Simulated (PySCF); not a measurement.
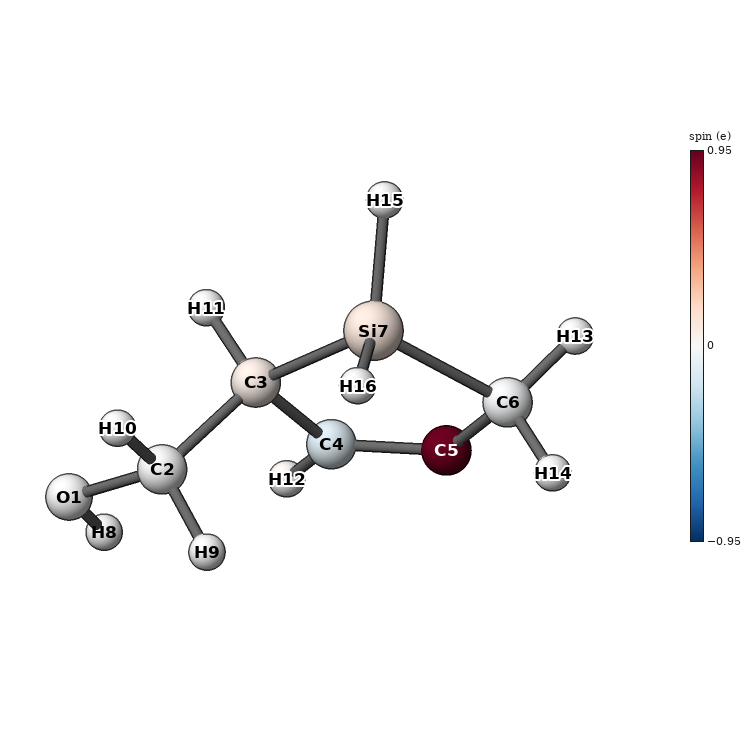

Atoms are coloured by their Mulliken spin populations. The species is neutral and a spin doublet. The computed structure is the end point of a GFN2-xTB optimisation. No frequency run is at hand to confirm it as a minimum. Properties computed with UKS B3LYP, pcH-1 on C H O Si, non-relativistic (PySCF 2.14.0).

Give the Mulliken spin populations atom by atom.

| atom | value (e) |
| --- | --- |
| O1 | 0.00 |
| C2 | 0.00 |
| C3 | 0.07 |
| C4 | −0.12 |
| C5 | 0.93 |
| C6 | −0.02 |
| Si7 | 0.10 |
| H8 | 0.00 |
| H9 | 0.00 |
| H10 | 0.00 |
| H11 | 0.00 |
| H12 | 0.02 |
| H13 | 0.01 |
| H14 | 0.01 |
| H15 | 0.00 |
| H16 | 0.00 |

Mulliken values depend strongly on the basis set. The geometry is semi-empirical. Around Si such bond lengths and angles can be off by a tenth of an ångström or more and by several degrees, and values that hang on the shape move with them.
